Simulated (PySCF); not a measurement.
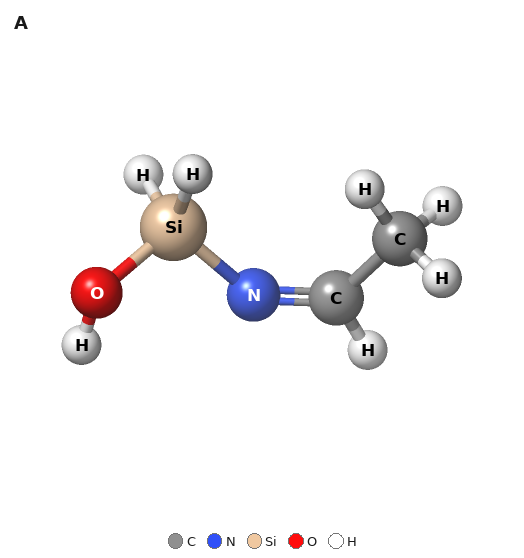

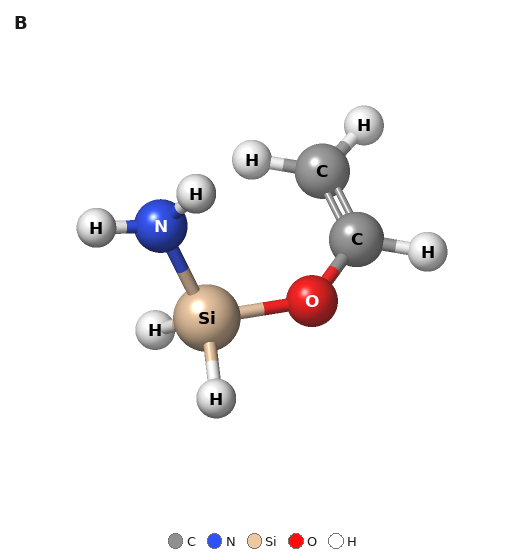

2 stationary structures of one formula. Geometries: GFN2-xTB. Electronic energies: PBE0/pcSseg-1 (PySCF 2.14.0), without zero-point energy. No frequency run is at hand to confirm each as a minimum. Each is one conformer, not always the lowest.

> Rank them by energy, lowest first.

A is lowest; B lies 21.0 kJ/mol above it. A is `C/C=N\[SiH2]O`, B is `C=CO[SiH2]N`.

The geometry is semi-empirical. Around Si such bond lengths and angles can be off by a tenth of an ångström or more and by several degrees, and values that hang on the shape move with them.
